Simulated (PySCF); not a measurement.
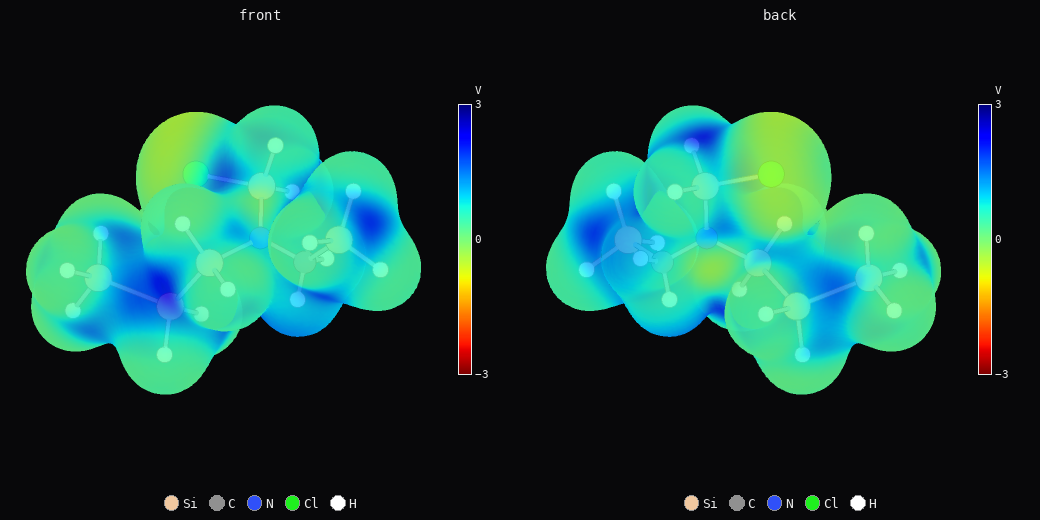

*CH14ClNSi5 (SMILES [SiH3]CN([SiH2]Cl)[SiH2][SiH2][SiH3]). The molecular electrostatic potential painted on the density surface at 0.004 e/bohr³, seen from the front and from behind; red is negative and blue positive.*

Geometry: GFN2-xTB.

The calculation used PBE0/pcSseg-1, SCF density, gas phase, non-relativistic (PySCF).

```xyz
22

Si   -3.4619    0.9340   -0.3751
C    -2.0224   -0.2862   -0.6495
N    -0.8837   -0.0718    0.2373
Si   -0.9469   -0.7857    1.7940
Cl    0.9432   -0.8347    2.4881
Si    0.4220    0.9533   -0.3494
Si    2.1261   -0.3752   -1.1828
Si    4.1160   -0.3703    0.0026
H    -4.4709    0.6512   -1.3985
H    -2.9838    2.3096   -0.5019
H    -4.0312    0.7195    0.9575
H    -2.3857   -1.3095   -0.5154
H    -1.6700   -0.2177   -1.6815
H    -1.4252   -2.1619    1.6721
H    -1.7377   -0.0246    2.7628
H     0.7974    1.8205    0.7739
H    -0.2495    1.8358   -1.3176
H     2.3866    0.0431   -2.5772
H     1.6477   -1.7610   -1.3645
H     5.1972   -1.0830   -0.6880
H     4.0185   -0.9693    1.3327
H     4.6034    1.0033    0.1788
```

Q: Which sites attract a positive test charge, and which a negative one?

A: A positive charge is drawn to the negative regions and a negative charge to the positive ones. The most negative region (about −0.4 V) lies over Cl5, the most positive (about +2.4 V) over Si4 and Si6.
